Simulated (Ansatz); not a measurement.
**CH$_{5}$AlB (doublet): density, localisation and related maps**

Input

```
crystal:
  periodic: [false, false, false]
  atoms:
    - {symbol: C, position_ang: [-0.792052, 1.541085, -0.379422]}
    - {symbol: B, position_ang: [0.981525, -1.881253, 0.453916]}
    - {symbol: Al, position_ang: [0.093708, -0.147486, 0.025190]}
    - {symbol: H, position_ang: [-1.039771, 1.624738, -1.440830]}
    - {symbol: H, position_ang: [-0.175130, 2.399669, -0.101694]}
    - {symbol: H, position_ang: [-1.728410, 1.611847, 0.184027]}
    - {symbol: H, position_ang: [2.022629, -2.153972, -0.071405]}
    - {symbol: H, position_ang: [0.459866, -2.626860, 1.232697]}
basis:
  gaussian: {orbitals: def2-TZVPP}
magnetization: {spin_polarized: true, initial_magnetization: 1}
hamiltonian: {xc: pbe0, dispersion: d4}
output: {orbitals: {seedname: orbitals}}
```

Command:

```sh
ansatz run in.yaml --threads 2 --pin off --events-out ev --progress --plain --max-ram 4352MiB
```

Geometry: PBE0-D4/def2-TZVP.

These are results of UKS PBE0-D4/def2-TZVPP (Ansatz), not measurements.

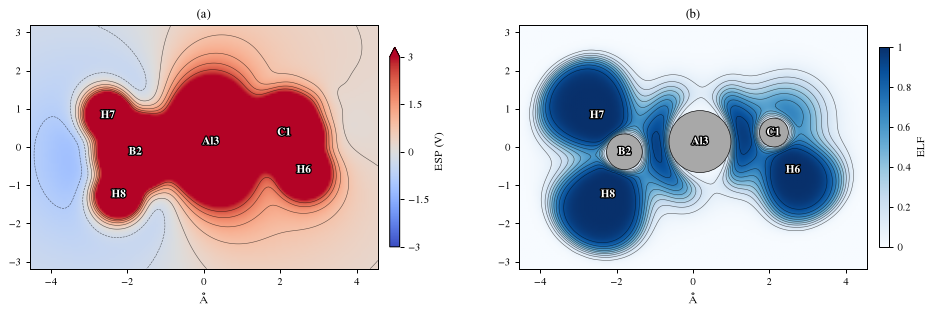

Figure 1. (a) electrostatic potential; (b) ELF on the plane of atoms H7, B2 and H8. Grey discs cover the atomic cores in the ELF map.

Interpret the plot.

Answer.
- Atoms in the plane: C, B, Al and H.
- C–Al (1.95 Å): the ELF peaks at about 0.95 between the atoms; a polar covalent bond.
- Al–B (1.99 Å): the ELF peaks at about 0.95 between the atoms, as expected for a shared electron pair.
- C–H (1.10 Å): the ELF climbs to about 1 towards the hydrogen, as it does in any bond to H: a covalent bond by its length.
- B–H (1.20 Å): the ELF climbs to about 1 towards the hydrogen: an ordinary covalent bond to hydrogen.
- Outside the dense part of the molecule the potential is most negative (−1.1 V) near H8.

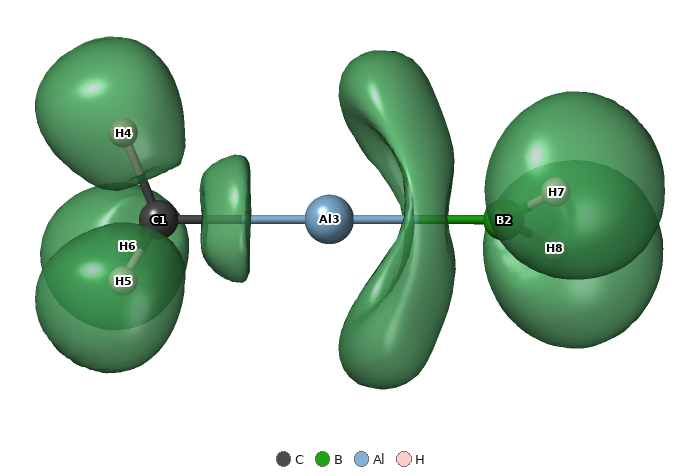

Figure 2. Isosurface of the ELF at 0.8 (green), seen from one side. Core shells and regions of very low density are left out.

Where are the electrons localised?

Answer. The ELF exceeds this value in one region between bonded Al–B atoms (shared pairs), one region between bonded Al–C atoms (shared pairs) and five regions around hydrogen nuclei.

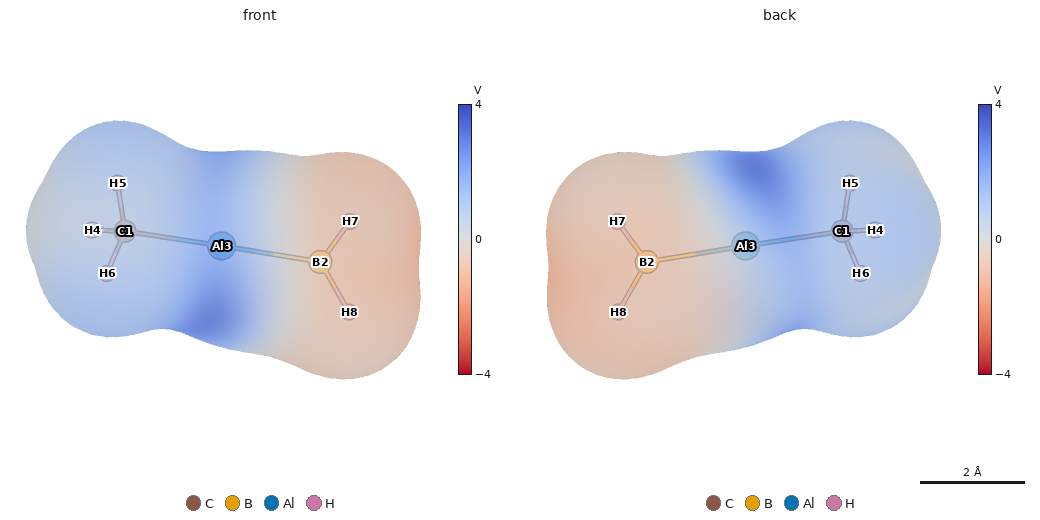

Figure 3. The electrostatic potential painted on the density surface at 0.002 e/bohr³, seen from the front and from behind; the colour scale runs from red (negative) to blue (positive).

Where is the surface potential most negative and most positive?

Answer. The most negative region (about −1.1 V) lies over H7, the most positive (about +3.1 V) over Al3.

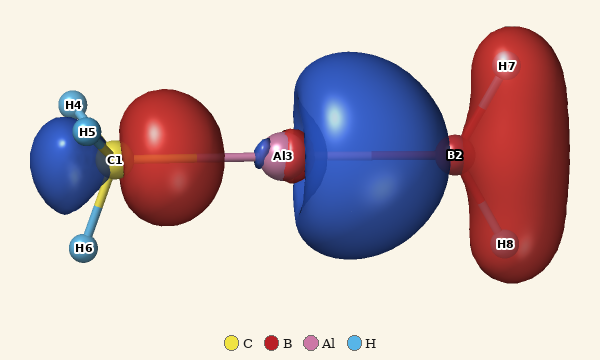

Figure 4. The HOMO (β) at ±0.15 Å⁻³ᐟ² (blue and red are the two phases), seen at a tilt.

Where does this orbital lie, and at what energy?

Answer. By Hirshfeld shares it lies mainly on B2 (about 35 %), Al3 (about 30 %), C1 (about 15 %), H8 (about 5 %) and H7 (about 5 %). Its energy is −7.35 eV.
